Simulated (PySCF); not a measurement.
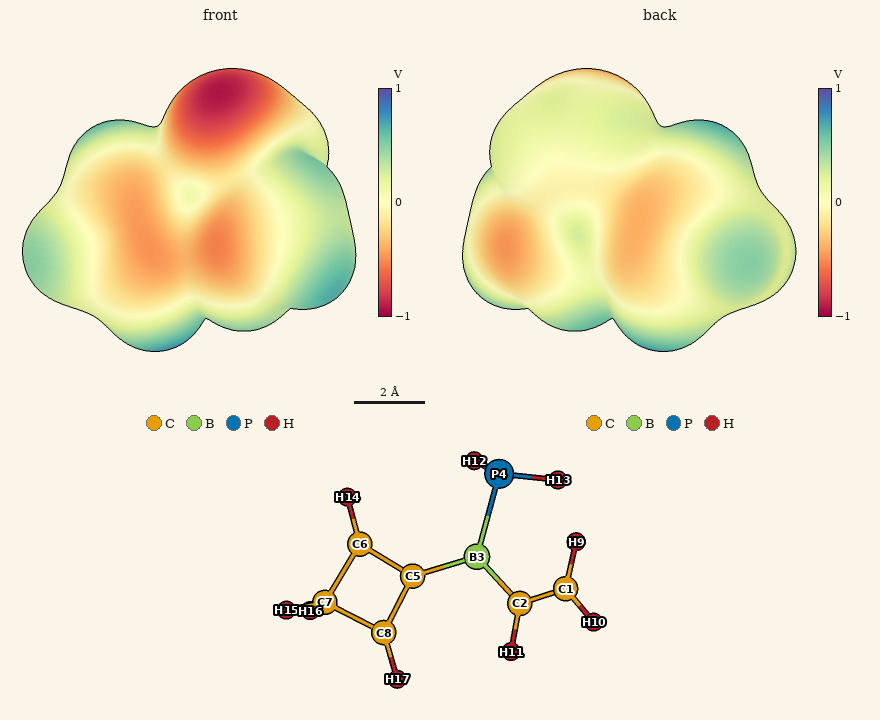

Figure 1: C6H9BP (SMILES C=CB(P)C1=CC[CH]1) (doublet). The molecular electrostatic potential painted on the density surface at 0.001 e/bohr³, seen from the front and from behind; the colour scale runs from red (negative) to blue (positive). The bare structure is drawn below in the same view.

Geometry: GFN2-xTB.

These are results of UKS B3LYP, pcH-1 on B C H P, non-relativistic, mean-field spin-orbit, GIAO in PySCF 2.14.0, density-fitted response routines, not measurements.

```xyz
17

C    -3.0236    0.4142   -0.2746
C    -1.7132    0.4014   -0.5148
B    -0.6726   -0.3439    0.3591
P    -1.2089   -1.7085    1.5536
C     0.7979    0.1204    0.3668
C     1.8940   -0.1319    1.2083
C     2.7980    0.7536    0.3852
C     1.5631    0.9608   -0.4584
H    -3.4420   -0.1367    0.5563
H    -3.7267    0.9786   -0.8682
H    -1.3544    0.9894   -1.3540
H    -0.1262   -2.5575    1.4239
H    -2.0319   -2.4444    0.7216
H     2.0460   -0.6908    2.1105
H     3.1767    1.6435    0.8905
H     3.6314    0.2499   -0.1074
H     1.3854    1.5139   -1.3588
```

Question: Where is the surface potential most negative and most positive?

Answer: The most negative region (about −0.9 V) lies over P4, the most positive (about +0.7 V) over H17.
